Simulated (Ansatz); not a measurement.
Results of LDA in Ansatz (PAW) for cubic perovskite CsCdCl3.

Settings: plane-wave cutoff 520 eV, 8×8×8 k mesh, Fermi–Dirac smearing 0.01 eV, scalar-relativistic PAW data made under PBE.

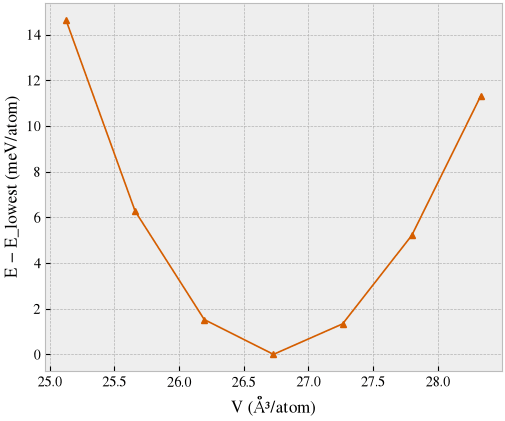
Fig. 1. Total energy against volume

Problem. From the curve, estimate the equilibrium volume and the bulk modulus.

Solution. V0 ≈ 26.7 Å³/atom and B0 ≈ 43 GPa; the fit gives V0 = 26.736 Å³/atom, B0 = 42.7 GPa, B′ = 5.0.

Spin–orbit coupling is not included.

Ansatz is a program for electronic structure.
